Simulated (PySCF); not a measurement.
**What a change does: single-point calculation on BSiH5O**

System: BSiH5O.
Method of run 1: RKS PBE0-D4/def2-TZVPP, density fitting (PySCF 2.14.0).

The geometry comes from this level: PBE0-D4/def2-TZVP. Text and figures count atoms from 1; the logs count them from 0 in places.

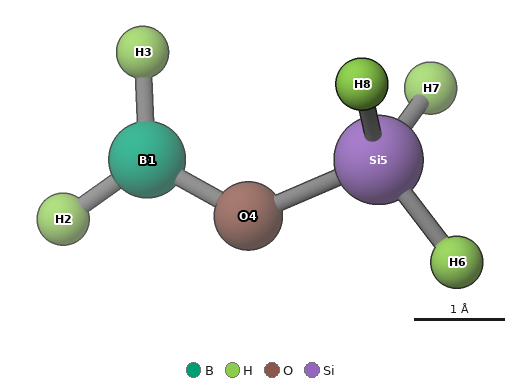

Fig. 1: The input geometry (ball-and-stick view, seen at a tilt; atoms are numbered from 1 in the order of the input). Bond lengths as drawn: B–H 1.20 to 1.21 Å, B–O 1.35 Å, H–Si 1.48 Å and O–Si 1.66 Å.

**The input, run 1**
```python
import json, numpy as np
from pyscf import gto, scf, dft, mp, cc
EV, BOHR = 27.211386245988, 0.529177210903
mol = gto.M(atom="""
B -0.968080 1.165449 0.288416
H -2.062723 1.083428 0.769261
H -0.496579 2.226302 -0.034918
O -0.264343 0.029219 0.114037
Si 1.254395 -0.194447 -0.522223
H 1.549741 -1.641643 -0.429794
H 1.273720 0.244640 -1.939607
H 2.247442 0.584386 0.258499
""", basis="def2-tzvpp", charge=0, spin=0, max_memory=8670, verbose=0)
def mean_field(mol, dm=None):
    mf = dft.RKS(mol, xc="pbe0").density_fit()
    mf.conv_tol = 1e-9; mf.grids.level = 4
    mf.kernel(dm0=dm)
    if not mf.converged: mf = mf.newton().run(mf.mo_coeff, mf.mo_occ)
    assert mf.converged
    return mf
def d4(mol):
    from pyscf.dispersion.dftd4 import DFTD4Dispersion
    real = gto.M(atom=[(mol.atom_pure_symbol(i), mol.atom_coord(i)) for i in range(8)], unit='B', charge=mol.charge, spin=None, basis='def2-svp', verbose=0)
    r = DFTD4Dispersion(real, xc="pbe0", atm=True).get_dispersion(grad=True); return r["energy"], r["gradient"]
def energy_and_gradient(mol, dm=None):
    mf = mean_field(mol, dm); e, g = d4(mol)
    return mf, (mf.e_tot + e) * EV, (mf.nuc_grad_method().kernel()[:8] + g) * EV / BOHR
out = {}
mf = mean_field(mol); e = d4(mol)[0]
out.update(energy=(mf.e_tot + e) * EV, converged=True, dispersion=e * EV)
out['s2'] = mf.spin_square()[0]; out['nelec'] = mol.nelec
print(f"Total energy {out['energy']:.6f} eV, <S^2> {out['s2']:.4f}")
json.dump(out, open("out.json", "w"), default=float)
```

Launched with:
```bash
OMP_NUM_THREADS=4 python run.py
```

Hardware: 4 threads of Arm Neoverse V1, 23 GiB of memory available, shared host.

**Output (run 1)**
```
Total energy -10678.745982 eV, <S^2> 0.0000
```

For run 2 the input was changed thus:
```diff
-    mf = dft.RKS(mol, xc="pbe0").density_fit()
+    mf = dft.RKS(mol, xc="pbe").density_fit()
-    r = DFTD4Dispersion(real, xc="pbe0", atm=True).get_dispersion(grad=True); return r["energy"], r["gradient"]
+    r = DFTD4Dispersion(real, xc="pbe", atm=True).get_dispersion(grad=True); return r["energy"], r["gradient"]
```

How does run 2 compare with run 1?

The total energies belong to different models, so their difference says nothing on which is more stable or more accurate. The functional changes from PBE0 to PBE.

**Output (run 2)**
```
Total energy -10677.612559 eV, <S^2> 0.0000
```

**The two runs side by side**

| quantity | run 1 | run 2 |
| --- | --- | --- |
| outcome | converged | converged |
| total energy (hartree) | −392.436677 | −392.395024 |
| basis functions | 174 | 174 |
| wall time (shared host) | 7.1 s | 7.8 s |
